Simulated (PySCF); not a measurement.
SMILES Cl[SiH](Cl)O[SiH2][O][GeH3], singlet at its B3LYP/def2-SVP optimised geometry (Å):

```
13

Si     0.7886     1.5599    -3.4056
Cl     1.1478     0.4289    -5.0965
Cl    -1.2498     1.9313    -3.2966
O      1.2736     0.7569    -2.0738
Si     1.1738    -0.5230    -0.9951
O     -0.1200    -0.3543     0.0000
Ge    -1.9142    -0.3543     0.0000
H      1.5004     2.8436    -3.5188
H      2.4067    -0.4776    -0.1764
H      1.0774    -1.7744    -1.7957
H     -2.4067    -1.1110    -1.2502
H     -2.3801     1.1110     0.0000
H     -2.3266    -1.0792     1.2929
```

Calculation: PySCF with B3LYP/def2-TZVP. Cells within 0.4 Å of a nucleus heavier than hydrogen are left out (blank, or x).

Map of the HOMO amplitude (bohr^(-3/2)) on the plane z = 0.0 Å; orbital energy -8.46 eV, overall sign arbitrary:

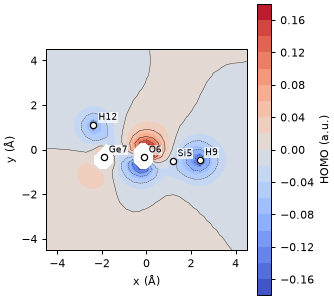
Figure: HOMO amplitude (bohr^(-3/2)) on the plane z = 0.0 Å.
